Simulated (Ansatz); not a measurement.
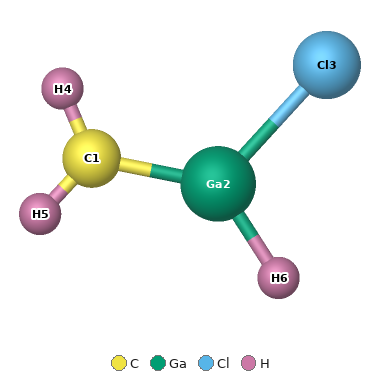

The system is CH₃ClGa, SMILES [CH2-][GaH][Cl], charge −1; the picture shows the reference structure. 
- First axis: bond length C1–Ga2. Second axis: bond length C1–H4.
- Nothing is relaxed (all other coordinates rigid).
- The scan uses a 15 × 15 grid.
- Points are written as (first, second).
- All energies are given in eV relative to the lowest grid point.
- The reference is spin-restricted, which grows unreliable where a bond is stretched far.
- The calculation used RHF/def2-TZVPD in Ansatz 0.2.0.

Its coordinates:

```xyz
6

C    -0.2434   -0.6653   -0.8568
Ga    0.0911    0.5979    0.4305
Cl    0.9317    0.0045    2.4803
H    -0.0695   -1.7213   -0.7263
H    -0.6390   -0.3939   -1.8241
H    -0.0709    2.1782    0.4964
```

Range: bond length C1–Ga2 from 1.504 to 2.751 Å; bond length C1–H4 from 0.906 to 1.402 Å.

What landscape does the calculation give?

The lowest grid point is at (1.861 Å, 1.083 Å). It is the only kind of minimum in the scanned range. The highest grid point, (2.751 Å, 1.402 Å), lies 4.87 eV above the lowest. Round the minimum the two coordinates are nearly uncoupled.

| bond length C1–H4 ↓, bond length C1–Ga2 → | 1.504 | 1.593 | 1.682 | 1.771 | 1.861 | 1.950 | 2.039 | 2.128 | 2.217 | 2.306 | 2.395 | 2.484 | 2.573 | 2.662 | 2.751 |
| --- | --- | --- | --- | --- | --- | --- | --- | --- | --- | --- | --- | --- | --- | --- | --- |
| 1.402 | 3.46 | 2.18 | 1.46 | 1.14 | 1.10 | 1.25 | 1.53 | 1.89 | 2.30 | 2.74 | 3.19 | 3.63 | 4.07 | 4.48 | 4.87 |
| 1.366 | 3.29 | 2.00 | 1.28 | 0.96 | 0.92 | 1.07 | 1.35 | 1.71 | 2.12 | 2.56 | 3.00 | 3.45 | 3.89 | 4.30 | 4.69 |
| 1.331 | 3.12 | 1.84 | 1.12 | 0.80 | 0.75 | 0.90 | 1.18 | 1.53 | 1.95 | 2.38 | 2.83 | 3.28 | 3.71 | 4.13 | 4.51 |
| 1.295 | 2.96 | 1.67 | 0.95 | 0.63 | 0.59 | 0.73 | 1.01 | 1.37 | 1.78 | 2.22 | 2.66 | 3.11 | 3.54 | 3.96 | 4.34 |
| 1.260 | 2.82 | 1.53 | 0.81 | 0.48 | 0.44 | 0.58 | 0.86 | 1.22 | 1.63 | 2.06 | 2.51 | 2.96 | 3.39 | 3.80 | 4.19 |
| 1.224 | 2.68 | 1.39 | 0.67 | 0.35 | 0.30 | 0.45 | 0.72 | 1.08 | 1.49 | 1.92 | 2.37 | 2.82 | 3.25 | 3.66 | 4.04 |
| 1.189 | 2.57 | 1.28 | 0.56 | 0.23 | 0.18 | 0.33 | 0.60 | 0.96 | 1.37 | 1.80 | 2.25 | 2.70 | 3.13 | 3.54 | 3.92 |
| 1.154 | 2.48 | 1.19 | 0.47 | 0.14 | 0.09 | 0.24 | 0.51 | 0.86 | 1.27 | 1.71 | 2.15 | 2.60 | 3.03 | 3.44 | 3.82 |
| 1.118 | 2.42 | 1.13 | 0.40 | 0.08 | 0.03 | 0.17 | 0.44 | 0.80 | 1.20 | 1.64 | 2.09 | 2.53 | 2.96 | 3.37 | 3.75 |
| 1.083 | 2.39 | 1.10 | 0.38 | 0.05 | 0.00 | 0.14 | 0.41 | 0.77 | 1.18 | 1.61 | 2.06 | 2.50 | 2.93 | 3.34 | 3.72 |
| 1.047 | 2.41 | 1.12 | 0.40 | 0.07 | 0.02 | 0.16 | 0.43 | 0.79 | 1.19 | 1.63 | 2.07 | 2.51 | 2.94 | 3.35 | 3.73 |
| 1.012 | 2.49 | 1.19 | 0.47 | 0.14 | 0.09 | 0.23 | 0.50 | 0.86 | 1.26 | 1.70 | 2.14 | 2.58 | 3.01 | 3.42 | 3.80 |
| 0.976 | 2.63 | 1.34 | 0.61 | 0.28 | 0.23 | 0.38 | 0.64 | 1.00 | 1.40 | 1.84 | 2.28 | 2.72 | 3.15 | 3.56 | 3.94 |
| 0.941 | 2.85 | 1.56 | 0.83 | 0.50 | 0.45 | 0.59 | 0.86 | 1.22 | 1.62 | 2.06 | 2.50 | 2.94 | 3.37 | 3.78 | 4.15 |
| 0.906 | 3.17 | 1.88 | 1.15 | 0.82 | 0.77 | 0.91 | 1.18 | 1.53 | 1.94 | 2.37 | 2.81 | 3.26 | 3.68 | 4.09 | 4.47 |

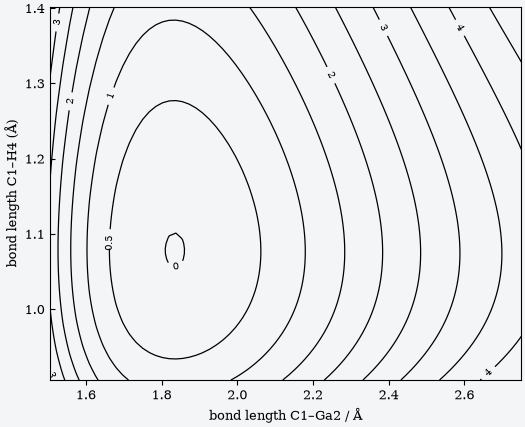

In the figure: contour lines labelled in eV. Between grid points the surface is interpolated.

Each point was launched as `ansatz run input.yaml --threads 1 --pin off --max-ram 2560MiB --backend cpu --events-out ev --progress --plain --runs-dir out`. Time for the 225 points that were run: 21 min on 1 thread of Arm Neoverse V2, on a shared host.
